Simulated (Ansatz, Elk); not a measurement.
# LiGaSiSe4: X-ray structure factors from the self-consistent density

Structure refinements treat a crystal as free atoms side by side. For a made-up structure of LiGaSiSe4 (cell and positions from a PBEsol relaxation) the runs below show what the calculated density changes in F(hkl).

Main program and level: Elk 11.2.3 (patched build); DFT, PBE, all-electron APW+lo, Dirac cores, scalar-relativistic bands, static density, no spin.

The structure was built from a prototype and need not be the compound's stable phase.

### Step 1. The structure

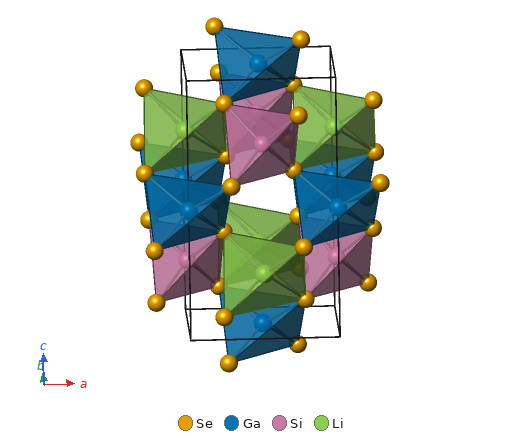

Start, viewed slightly off an axis; selenium orange, gallium blue, silicon pink, lithium green. This picture shows the conventional cell, with its axes. Some periodic images of atoms are drawn too.

### Step 2. Ground state and structure factors

An all-electron density is needed, since X-rays see the cores too. Task 0 finds the density and task 195 Fourier-transforms it; tshift is off so that phases refer to the origin typed.

Contents of elk.in:

```
tasks
  0
  195

xctype
  20

spinpol
  .false.

rgkmax
  7.0

gmaxvr
  14.0

lmaxo
  7

lmaxapw
  8

swidth
  0.002

tshift
  .false.

ramdisk
  .false.

hmaxvr
  5.5

maxscl
  120

epspot
  1e-06

sppath
  './'

avec
  -5.38176120099 5.38176120099 9.56889483994
  5.38176120099 -5.38176120099 9.56889483994
  5.38176120099 5.38176120099 -9.56889483994

atoms
  4
  'Se.in'
  4
  0.3762795490 0.8993039637 0.0401807049   0.000000 0.000000 0.000000
  0.8591232589 0.3360988441 0.9598192951   0.000000 0.000000 0.000000
  0.1006960363 0.1408767411 0.4769755853   0.000000 0.000000 0.000000
  0.6639011559 0.6237204510 0.5230244147   0.000000 0.000000 0.000000
  'Ga.in'
  1
  0.5000000000 0.5000000000 0.0000000000   0.000000 0.000000 0.000000
  'Si.in'
  1
  0.7500000000 0.2500000000 0.5000000000   0.000000 0.000000 0.000000
  'Li.in'
  1
  0.2500000000 0.7500000000 0.5000000000   0.000000 0.000000 0.000000

ngridk
  6 6 6
```

Command:

```sh
$ OMP_NUM_THREADS=4 elk
```

Numbers of over 12 decimals in the logs are rounded to 6 here.

The log of the run:

```text
┌─────────────────────────┐
│ Elk code version 11.2.3 │
└─────────────────────────┘

All units are atomic (Hartree, Bohr, etc.)

┌─────────────────────────────────────────────────┐
│ Ground-state run starting from atomic densities │
└─────────────────────────────────────────────────┘

Lattice vectors :
  -5.381761201       5.381761201       9.568894840
   5.381761201      -5.381761201       9.568894840
   5.381761201       5.381761201      -9.568894840

Reciprocal lattice vectors :
  0.4679139543E-17  0.5837480587      0.3283130086
  0.5837480587      0.4679139543E-17  0.3283130086
  0.5837480587      0.5837480587     -0.1591674617E-17

Unit cell volume      :    1108.589140
Brillouin zone volume :   0.2237530609

Muffin-tin inner radius fraction :   0.1000000000E-01

Nuclei treated as point charges

Species : 1 (Se)
 parameters loaded from : Se.in
 name : selenium
 nuclear charge    :   -34.00000000
 electronic charge :    34.00000000
 atomic mass :    143935.2749
 muffin-tin radius :    2.183499199
 number of radial points in muffin-tin :    993
 inner part over the whole radius :   0.9936880974E-02
 number on inner part of muffin-tin    :    701
 approximate nuclear radius :   0.7785908700E-04
 number of mesh points to nuclear radius :    345
 atomic positions (lattice), magnetic fields (Cartesian) :
  1 :   0.37627955  0.89930396  0.04018070    0.00000000  0.00000000  0.00000000
  2 :   0.85912326  0.33609884  0.95981930    0.00000000  0.00000000  0.00000000
  3 :   0.10069604  0.14087674  0.47697559    0.00000000  0.00000000  0.00000000
  4 :   0.66390116  0.62372045  0.52302441    0.00000000  0.00000000  0.00000000

Species : 2 (Ga)
 parameters loaded from : Ga.in
 name : gallium
 nuclear charge    :   -31.00000000
 electronic charge :    31.00000000
 atomic mass :    127097.2539
 muffin-tin radius :    2.350559416
 number of radial points in muffin-tin :    993
 inner part over the whole radius :   0.9856663504E-02
 number on inner part of muffin-tin    :    701
 approximate nuclear radius :   0.7562051033E-04
 number of mesh points to nuclear radius :    339
 atomic positions (lattice), magnetic fields (Cartesian) :
  1 :   0.50000000  0.50000000  0.00000000    0.00000000  0.00000000  0.00000000

Species : 3 (Si)
 parameters loaded from : Si.in
 name : silicon
 nuclear charge    :   -14.00000000
 electronic charge :    14.00000000
 atomic mass :    51196.73458
 muffin-tin radius :    2.043640422
 number of radial points in muffin-tin :    793
 inner part over the whole radius :   0.9931397973E-02
 number on inner part of muffin-tin    :    552
 approximate nuclear radius :   0.5963282101E-04
 number of mesh points to nuclear radius :    247
 atomic positions (lattice), magnetic fields (Cartesian) :
  1 :   0.75000000  0.25000000  0.50000000    0.00000000  0.00000000  0.00000000

Species : 4 (Li)
 parameters loaded from : Li.in
 name : lithium
 nuclear charge    :   -3.000000000
 electronic charge :    3.000000000
 atomic mass :    12652.66898
 muffin-tin radius :    1.800000000
 number of radial points in muffin-tin :    593
 inner part over the whole radius :   0.9806707936E-02
 number on inner part of muffin-tin    :    401
 approximate nuclear radius :   0.4000070961E-04
 number of mesh points to nuclear radius :    148
 atomic positions (lattice), magnetic fields (Cartesian) :
  1 :   0.25000000  0.75000000  0.50000000    0.00000000  0.00000000  0.00000000

Total number of atoms per unit cell :    7
Total muffin-tin volume :    289.0061835
 ratio of muffin-tin to unit cell volume :   0.2606972891

Spin treatment :
 spin-unpolarised

Number of Bravais lattice symmetries :   16
Number of crystal symmetries         :    4
Crystal has no inversion symmetry
Complex Hermitian eigensolver will be used

k-point grid :      6     6     6
k-point offset :    0.000000000       0.000000000       0.000000000
k-point set is reduced with full crystal symmetry group
Total number of k-points :       58

[...]
at k-point 1

Charges :
 core                        :    100.0000000
 valence                     :    84.00000000
 interstitial                :    12.82818799
 muffin-tins (core leakage)
  species : 1 (Se)
[...]
species : 2 (Ga)
[...]
species : 3 (Si)
[...]
species : 4 (Li)
   atom 1                    :    2.152042603     (   0.000000000    )
 total in muffin-tins        :    171.1718120
 total calculated charge     :    183.9950423
 total charge                :    184.0000000
 error                       :   0.4957712437E-02

RMS change in Kohn-Sham potential (target) :    4.733476507     (  0.1000000000E-05)
Absolute change in total energy (target)   :    5.231096463     (  0.1000000000E-03)

[... loops 3 to 14 left out ...]

┌──────────────────┐
│ Loop number : 15 │
└──────────────────┘

Energies :
 Fermi                       :     0.158109
 sum of occupied eigenvalues :     -6912.3396094148
 electron kinetic            :      12234.423929271
 core electron kinetic       :      11253.518522403
 Coulomb                     :     -23746.498004988
 Coulomb potential           :     -18560.514025835
 nuclear-nuclear             :     -1343.3774337682
 electron-nuclear            :     -26267.118382419
 Hartree                     :      3863.9978111993
 Madelung                    :     -14466.240992070
 xc potential                :     -586.24951285084
 exchange                    :     -441.90784449873
 correlation                 :     -8.809847
 electron entropic           :    -0.48755533592719E-11
 total energy                :     -11962.791766951

Density of states at Fermi energy :   0.5139544773E-07
 (states/Hartree/unit cell)

Estimated indirect band gap :   0.8827642528E-01
 from k-point 1 to k-point 1
Estimated direct band gap   :   0.8827642528E-01
 at k-point 1

Charges :
 core                        :    100.0000000
 valence                     :    84.00000000
 interstitial                :    12.82573769
 muffin-tins (core leakage)
  species : 1 (Se)
[...]
species : 2 (Ga)
[...]
species : 3 (Si)
[...]
species : 4 (Li)
   atom 1                    :    2.140648241     (   0.000000000    )
 total in muffin-tins        :    171.1742623
 total calculated charge     :    183.9951838
 total charge                :    184.0000000
 error                       :   0.4816152778E-02

RMS change in Kohn-Sham potential (target) :   0.3002433218E-06 (  0.1000000000E-05)
Absolute change in total energy (target)   :   0.4025505768E-04 (  0.1000000000E-03)

Convergence targets achieved

┌──────────────────┐
│ Loop number : 16 │
└──────────────────┘

Energies :
 Fermi                       :     0.158109
 sum of occupied eigenvalues :     -6912.3396085019
 electron kinetic            :      12234.423928793
 core electron kinetic       :      11253.518522996
 Coulomb                     :     -23746.498003596
 Coulomb potential           :     -18560.514027559
 nuclear-nuclear             :     -1343.3774337682
 electron-nuclear            :     -26267.118377838
 Hartree                     :      3863.9978080102
 Madelung                    :     -14466.240989817
 xc potential                :     -586.24950973610
 exchange                    :     -441.90784435083
 correlation                 :     -8.809847
 electron entropic           :    -0.48755543166510E-11
 total energy                :     -11962.791765891

Density of states at Fermi energy :   0.5139545913E-07
 (states/Hartree/unit cell)

Estimated indirect band gap :   0.8827641825E-01
 from k-point 1 to k-point 1
Estimated direct band gap   :   0.8827641825E-01
 at k-point 1

Charges :
 core                        :    100.0000000
 valence                     :    84.00000000
 interstitial                :    12.82573769
 muffin-tins (core leakage)
  species : 1 (Se)
[...]
atom 4                    :    31.89796261     (  0.2414957631E-03)
  species : 2 (Ga)
   atom 1                    :    29.59613946     (  0.9782957895E-03)
  species : 3 (Si)
   atom 1                    :    11.84562416     (  0.2934060312E-02)
  species : 4 (Li)
   atom 1                    :    2.140648236     (   0.000000000    )
 total in muffin-tins        :    171.1742623
 total calculated charge     :    183.9951838
 total charge                :    184.0000000
 error                       :   0.4816152783E-02

┌──────────────────────────────┐
│ Self-consistent loop stopped │
└──────────────────────────────┘

Warning : core states of species 1 leak from the muffin-tin :   0.2414957631E-03

Warning : core states of species 2 leak from the muffin-tin :   0.9782957895E-03

Warning : core states of species 3 leak from the muffin-tin :   0.2934060312E-02

Wrote STATE.OUT
```

The job ended after 3.8 min (4 threads of Arm Neoverse V1, shared host; peak memory 0.29 GiB).

SFACRHO.OUT:

```text

h k l indices transformed by vhmat matrix:
   1.000000000       0.000000000       0.000000000    
   0.000000000       1.000000000       0.000000000    
   0.000000000       0.000000000       1.000000000    

      h      k      l  multipl.   |H|            Re(F)            Im(F)           |F|

      0      0      0      1   0.0000000       184.00000      0.10163373E-16   184.00000    
     -1     -1      1      2  0.65662602       25.726926     -0.33906675E-11   25.726926    
      1      0     -1      4  0.66973967      -21.962548       20.482078       30.031134    
     -1      0      1      4  0.66973967      -21.962548      -20.482078       30.031134    
      0      0      1      4  0.82554442       12.864377      0.40718602E-11   12.864377    
      2      0     -1      4   1.0548371       38.902549      -112.83446       119.35252    
      1      1     -2      4   1.0548371       38.902549       112.83446       119.35252    
      2      1     -2      4   1.1449309      -30.700268       3.0366203       30.850082    
     -2     -1      2      4   1.1449309      -30.700268      -3.0366203       30.850082    
      1     -1     -1      4   1.1674961      -69.946848     -0.32481528E-07   69.946848    
      2      2     -2      2   1.3132520      -70.088336      0.76729235E-10   70.088336    
      0     -2      0      4   1.3394793       4.0078455      -3.8612150       5.5652320    
     -2      0      0      4   1.3394793       4.0078455       3.8612150       5.5652320    
      2     -1      0      4   1.3459563      -10.928137      -11.022777       15.521785    
     -2      1      0      4   1.3459563      -10.928137       11.022777       15.521785    
      0     -1      2      4   1.3459563      -50.269426      -9.1239205       51.090714    
     -2      1      1      4   1.3459563      -50.269426       9.1239205       51.090714    
      3      1     -2      4   1.5511784       13.985231      -18.176409       22.934004
```

Elk indexes on the primitive cell of elk.in and gives |H| = 4π sin θ/λ in inverse bohr. Below, one row stands for each form hkl of the conventional cell (m members, Friedel mates merged), F is for one primitive cell and the density is static (no thermal factor). Free-atom factors are Waasmaier and Kirfel's, and R is Σm||F|−|F'||/Σm|F|.

```
hkl  m  sin θ/λ (Å⁻¹)  abs F, DFT  neutral atoms   diff.  abs of complex diff.
002  2          0.099      25.727         25.882  -0.155                 0.155
101  8          0.101      30.031         30.100  -0.069                 0.071
110  4          0.124      12.864         12.982  -0.117                 0.117
112  8          0.159     119.353        118.702  +0.651                 0.655
103  8          0.172      30.850         30.942  -0.092                 0.213
200  4          0.176      69.947         69.558  +0.389                 0.389
004  2          0.198      70.088         69.930  +0.158                 0.158
202  8          0.201       5.565          5.594  -0.029                 0.044
211  8          0.202      15.522         15.775  -0.253                 0.259
121  8          0.202      51.091         50.992  +0.099                 0.112
114  8          0.233      22.934         23.083  -0.149                 0.150
213  8          0.246      43.960         44.159  -0.199                 0.256
123  8          0.246       7.136          7.089  +0.047                 0.087
220  4          0.248     125.344        125.688  -0.344                 0.344
```

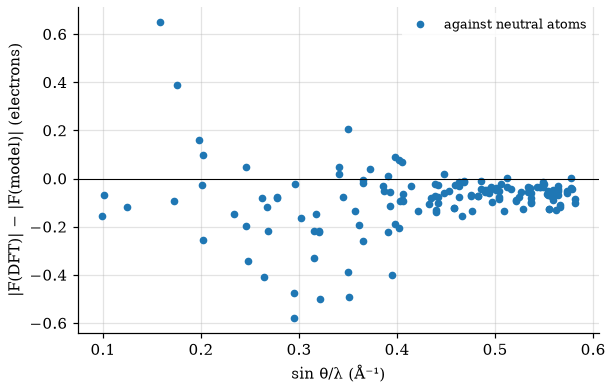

Difference between the calculated structure factors and the independent-atom ones.

### Step 3. The highest occupied states alone

An energy window below the Fermi level keeps the highest occupied states, to see at which angles they scatter; shallow core shells can lie inside it and anion s states outside. No new self-consistency is needed.

Edit elk.in of step 2 so:

```diff
@@ -1,3 +1,2 @@
 tasks
-  0
   195
@@ -40,2 +39,5 @@
 
+wsfac
+  -0.393130 0.458110
+
 sppath
```

Command:

```sh
$ OMP_NUM_THREADS=4 elk
```

The log of the run:

```text
┌─────────────────────────────────┐
│ Elk code version 11.2.3 started │
└─────────────────────────────────┘

Info(readinput): the functional depends on the density's gradient
 muffin-tin radial points multiplied by    2.00000
 (not where nrmtscf is given)

┌────────────────────┐
│ Current task : 195 │
└────────────────────┘
Info(checkmt): changed muffin-tin radius of species 1 (Se) from   2.4000 to   2.1835
Info(checkmt): changed muffin-tin radius of species 2 (Ga) from   2.4000 to   2.3506
Info(checkmt): changed muffin-tin radius of species 3 (Si) from   2.2000 to   2.0436

Info(sfacrho): density structure factors written to SFACRHO.OUT

 Energy window :  -0.3931300000      0.4581100000

┌──────────────────┐
│ Elk code stopped │
└──────────────────┘
```

Elapsed: 27 s, on 4 threads; peak memory 0.2 GiB; 32 s of CPU time.

States within 15 eV below the Fermi level hold 32.00 electrons; any levels below the window count with the cores. Their amplitudes can exceed the total, where window and core parts have opposite phase:

```
hkl  sin θ/λ (Å⁻¹)  abs F, window  abs F, all
002          0.099          0.609      25.727
101          0.101          3.477      30.031
110          0.124          0.654      12.864
112          0.159          9.618     119.353
103          0.172          1.072      30.850
200          0.176          5.626      69.947
004          0.198          4.138      70.088
202          0.201          0.366       5.565
211          0.202          0.324      15.522
121          0.202          1.957      51.091
```

### Step 4. Another functional

The difference from free atoms is small, so it is set against the change that LDA (Perdew-Wang) makes.

Edit elk.in of step 3 so:

```diff
@@ -1,2 +1,3 @@
 tasks
+  0
   195
@@ -4,3 +5,3 @@
 xctype
-  20
+  3
 
@@ -39,5 +40,2 @@
 
-wsfac
-  -0.393130 0.458110
-
 sppath
```

Command:

```sh
$ OMP_NUM_THREADS=4 elk
```

The log of the run:

```text
┌─────────────────────────┐
│ Elk code version 11.2.3 │
└─────────────────────────┘

All units are atomic (Hartree, Bohr, etc.)

┌─────────────────────────────────────────────────┐
│ Ground-state run starting from atomic densities │
└─────────────────────────────────────────────────┘

Lattice vectors :
  -5.381761201       5.381761201       9.568894840
   5.381761201      -5.381761201       9.568894840
   5.381761201       5.381761201      -9.568894840

Reciprocal lattice vectors :
  0.4679139543E-17  0.5837480587      0.3283130086
[...]
species : 4 (Li)
   atom 1                    :    2.143234861     (   0.000000000    )
 total in muffin-tins        :    171.2001912
 total calculated charge     :    183.9951031
 total charge                :    184.0000000
 error                       :   0.4896948631E-02

┌──────────────────────────────┐
│ Self-consistent loop stopped │
└──────────────────────────────┘

Warning : core states of species 1 leak from the muffin-tin :   0.2412134675E-03

Warning : core states of species 2 leak from the muffin-tin :   0.1003414446E-02

Warning : core states of species 3 leak from the muffin-tin :   0.2992206287E-02

Wrote STATE.OUT
[key lines of the parts left out:]
total energy                :     -11946.289321060
```

It took 3.3 min on 4 threads; peak memory 0.26 GiB; 12 min of CPU time.

Against the first run R = 0.07 %; the largest change is -0.095 at 228.

### Step 5. Basis size

A smaller basis shows how fast F responds to it; the change is likely larger than the basis error of the first run, but doesn't show convergence.

Edit elk.in of step 4 so:

```diff
@@ -5,3 +5,3 @@
 xctype
-  3
+  20
 
@@ -11,3 +11,3 @@
 rgkmax
-  7.0
+  5.5
```

Command:

```sh
$ OMP_NUM_THREADS=4 elk
```

The log of the run:

```text
┌─────────────────────────┐
│ Elk code version 11.2.3 │
└─────────────────────────┘

All units are atomic (Hartree, Bohr, etc.)

┌─────────────────────────────────────────────────┐
│ Ground-state run starting from atomic densities │
└─────────────────────────────────────────────────┘

Lattice vectors :
  -5.381761201       5.381761201       9.568894840
   5.381761201      -5.381761201       9.568894840
   5.381761201       5.381761201      -9.568894840

Reciprocal lattice vectors :
  0.4679139543E-17  0.5837480587      0.3283130086
[...]
species : 4 (Li)
   atom 1                    :    2.138461546     (   0.000000000    )
 total in muffin-tins        :    171.0680573
 total calculated charge     :    183.9951823
 total charge                :    184.0000000
 error                       :   0.4817688281E-02

┌──────────────────────────────┐
│ Self-consistent loop stopped │
└──────────────────────────────┘

Warning : core states of species 1 leak from the muffin-tin :   0.2422628629E-03

Warning : core states of species 2 leak from the muffin-tin :   0.9830340015E-03

Warning : core states of species 3 leak from the muffin-tin :   0.2930065487E-02

Wrote STATE.OUT
[key lines of the parts left out:]
total energy                :     -11962.697950831
```

The job ended after 1.9 min (4 threads; peak memory 0.27 GiB; 5.8 min of CPU time).

Against the first run R = 0.03 %; the largest change is +0.070 at 008.

### Step 6. Settings against the effect

```
              run  R against the first run (%)  R against neutral atoms, low angle (%)  wall time
    PBE, rgkmax 7                         0.00                                    0.47    3.8 min
LDA (Perdew-Wang)                         0.07                                    0.46    3.3 min
       rgkmax 5.5                         0.03                                    0.47    1.9 min
```

### Step 7. Outcome

```yaml
r_against_neutral_atoms_sin_theta_lambda_0p3_a_minus1: 0.47 %
r_against_neutral_atoms_0p3_to_0p58_a_minus1: 0.26 %
```

What this shows: Independent neutral atoms miss the calculated amplitudes by R = 0.47 % below 0.3 Å⁻¹ and 0.26 % from there to 0.58 Å⁻¹; by shells, 0.39 % below 0.15 Å⁻¹ (3 forms), 0.47 % 0.15 to 0.3 (20 forms), 0.36 % 0.3 to 0.45 (48 forms), 0.19 % above 0.45 (78 forms). Bonding, aspherical density and the tables' own atoms all enter these figures, and the runs don't part them. The largest change of an amplitude is +0.65 electrons, at 112. R counts amplitudes alone; phases shift too. The window's part falls from 32.0 electrons at the origin to at most 0.39 between 0.45 and 0.58 Å⁻¹. Below 0.3 Å⁻¹ the changes that finished (LDA (Perdew-Wang) and rgkmax 5.5) move F by R = 0.02 % at most, against the 0.47 % that separates it from free atoms. The k-mesh has no finished test. Part of the difference isn't bonding: the tables are fits to free atoms and ions calculated by other methods than this functional. Thermal motion, anomalous dispersion and extinction are left out.

[Logs are printed without paths, hosts, clocks, repeated set-up lines and the standing remarks that a program may print on its own settings, such as how far it seeks lower states.]

[Hosts, paths, dates, database ids (printed as entryN), source tags and the programs' standing remarks are cut or masked in the printed files.]
